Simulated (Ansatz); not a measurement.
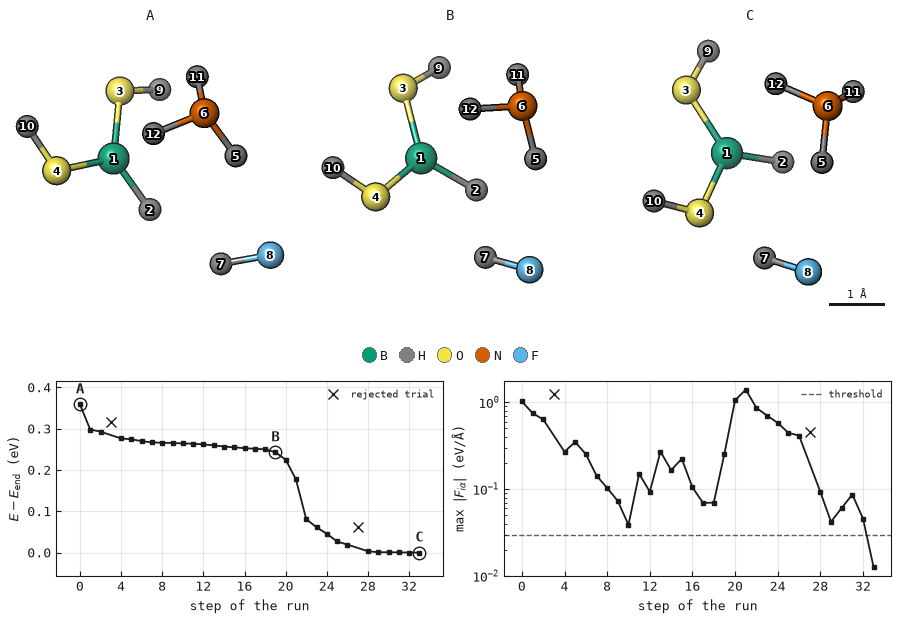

Frames of a relaxation of BNH7O2F, marked on the history of the run. A ball-and-stick model, seen from a free direction.

The run prepares an end point of a later path (reaction) calculation, from a guessed geometry.

Theory: RKS PBE/def2-SVP in Ansatz.

The input:
```yaml
crystal:
  periodic: [false, false, false]
  atoms:
    - { symbol: B, position_ang: [-0.580835, -0.562255, -0.780429] }
    - { symbol: H, position_ang: [0.300096, -1.322986, -0.581236] }
    - { symbol: O, position_ang: [-0.548783, 0.365758, -1.795806] }
    - { symbol: O, position_ang: [-1.739529, -0.744478, -0.079456] }
    - { symbol: H, position_ang: [1.059826, 0.714118, 1.223429] }
    - { symbol: "N", position_ang: [0.283193, 1.375809, 1.132861] }
    - { symbol: H, position_ang: [1.456291, -1.513201, 0.936056] }
    - { symbol: F, position_ang: [2.260323, -1.099003, 1.092716] }
    - { symbol: H, position_ang: [0.298018, 0.362389, -2.274413] }
    - { symbol: H, position_ang: [-2.433279, -0.119131, -0.364551] }
    - { symbol: H, position_ang: [0.229341, 1.672717, 0.153252] }
    - { symbol: H, position_ang: [-0.584661, 0.870164, 1.337776] }
basis:
  gaussian: { orbitals: def2-SVP }
hamiltonian:
  xc: pbe
relax:
  f_tol: 0.03
  max_steps: 50
```

Run as
```bash
ansatz run input.yaml --threads 2 --pin off --max-ram 3072MiB --backend cpu --events-out ev --progress --plain --runs-dir out
```

> What happens along the run?

After 31 accepted moves (33 points after the start) the energy has fallen by 0.359 eV. Largest force component: 1 eV/Å at the start, 0.013 eV/Å at the end. The line search rejected the trial steps at points 3, 27 of the run. The largest moves after the best rigid fit, 1.45 Å, are those of F8 and H10. By element the largest moves are F 1.45 Å, H 1.45 Å, O 1.19 Å, N 0.45 Å, B 0.41 Å. Among the contacts that change: H7–F8 0.918 → 0.957 Å, B1–H2 1.181 → 1.212 Å, B1–O4 1.366 → 1.384 Å, B1–O3 1.376 → 1.365 Å. Cost: 70 s on 2 threads of Arm Neoverse V1, with other jobs on the host, peak memory 0.15 GiB. From step 0 to 19: F8 moves most (0.90 Å), energy −0.116 eV. From step 19 to 33: H11 moves most (0.74 Å), energy −0.243 eV.

```json
{"step": "0", "E − E(0), eV": "0.0000", "largest force component, eV/Å": "1.0219", "note": ""}
{"step": "1", "E − E(0), eV": "-0.0607", "largest force component, eV/Å": "0.7506", "note": ""}
{"step": "2", "E − E(0), eV": "-0.0659", "largest force component, eV/Å": "0.6337", "note": ""}
{"step": "3", "E − E(0), eV": "-0.0432", "largest force component, eV/Å": "1.2440", "note": "rejected"}
{"step": "4", "E − E(0), eV": "-0.0823", "largest force component, eV/Å": "0.2691", "note": ""}
{"step": "5", "E − E(0), eV": "-0.0843", "largest force component, eV/Å": "0.3495", "note": ""}
{"step": "6", "E − E(0), eV": "-0.0887", "largest force component, eV/Å": "0.2525", "note": ""}
{"step": "7", "E − E(0), eV": "-0.0920", "largest force component, eV/Å": "0.1432", "note": ""}
{"step": "8", "E − E(0), eV": "-0.0927", "largest force component, eV/Å": "0.1029", "note": ""}
{"step": "9", "E − E(0), eV": "-0.0932", "largest force component, eV/Å": "0.0729", "note": ""}
{"step": "10", "E − E(0), eV": "-0.0944", "largest force component, eV/Å": "0.0388", "note": ""}
{"step": "11", "E − E(0), eV": "-0.0951", "largest force component, eV/Å": "0.1503", "note": ""}
{"step": "12", "E − E(0), eV": "-0.0968", "largest force component, eV/Å": "0.0934", "note": ""}
{"step": "14", "E − E(0), eV": "-0.1020", "largest force component, eV/Å": "0.1654", "note": ""}
{"step": "15", "E − E(0), eV": "-0.1038", "largest force component, eV/Å": "0.2233", "note": ""}
{"step": "16", "E − E(0), eV": "-0.1059", "largest force component, eV/Å": "0.1045", "note": ""}
{"step": "17", "E − E(0), eV": "-0.1073", "largest force component, eV/Å": "0.0693", "note": ""}
{"step": "18", "E − E(0), eV": "-0.1085", "largest force component, eV/Å": "0.0698", "note": ""}
{"step": "20", "E − E(0), eV": "-0.1334", "largest force component, eV/Å": "1.0548", "note": ""}
{"step": "21", "E − E(0), eV": "-0.1816", "largest force component, eV/Å": "1.3972", "note": ""}
{"step": "22", "E − E(0), eV": "-0.2776", "largest force component, eV/Å": "0.8613", "note": ""}
{"step": "23", "E − E(0), eV": "-0.2974", "largest force component, eV/Å": "0.7035", "note": ""}
{"step": "25", "E − E(0), eV": "-0.3318", "largest force component, eV/Å": "0.4439", "note": ""}
{"step": "26", "E − E(0), eV": "-0.3392", "largest force component, eV/Å": "0.4138", "note": ""}
{"step": "27", "E − E(0), eV": "-0.2959", "largest force component, eV/Å": "0.4548", "note": "rejected"}
{"step": "28", "E − E(0), eV": "-0.3554", "largest force component, eV/Å": "0.0928", "note": ""}
{"step": "29", "E − E(0), eV": "-0.3578", "largest force component, eV/Å": "0.0420", "note": ""}
{"step": "31", "E − E(0), eV": "-0.3582", "largest force component, eV/Å": "0.0866", "note": ""}
{"step": "32", "E − E(0), eV": "-0.3585", "largest force component, eV/Å": "0.0457", "note": ""}
{"step": "33", "E − E(0), eV": "-0.3588", "largest force component, eV/Å": "0.0125", "note": ""}
```
